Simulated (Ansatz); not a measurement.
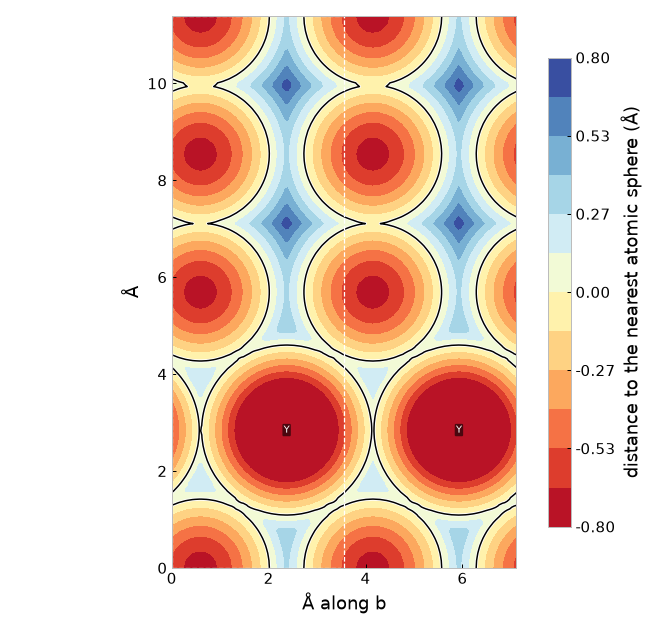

Map of the distance to the nearest atomic sphere in Y in space group P6_3/mmc, computed on the section x = 0.333 (parallel to b and c; the dashed line is one cell). The black line marks the spheres' surfaces; positive values are empty space; unlabelled circles belong to atoms above or below the section.

The atoms' radii are touching radii (half the shortest distance): Y 1.75 Å.

Origin of the cell: the geometry relaxed at fixed volume with Ansatz, DFT r2SCAN, scalar-relativistic, plane waves, PAW.

```
Y
1.0
     3.55662    0.00000    0.00000
    -1.77831    3.08012    0.00000
     0.00000    0.00000   11.38871
Y
4
Direct
  0.00000 0.00000 0.00000
  0.33333 0.66667 0.25000
  0.00000 0.00000 0.50000
  0.66667 0.33333 0.75000
```

### Where is the largest hole in this section, and how large is it?

At 0.333, 0.667, 0.875 (fractional), where the distance reaches 0.74 Å; it is enclosed by 6 Y in an octahedral arrangement. It is the largest hole of the crystal.

### How much of the crystal lies outside the spheres?

About 27 % of the cell's volume, and 29 % of this section's area.

### What can pass through?

The largest sphere that fits anywhere has a diameter of 1.49 Å; the largest that can travel through the crystal, about 0.6 Å.
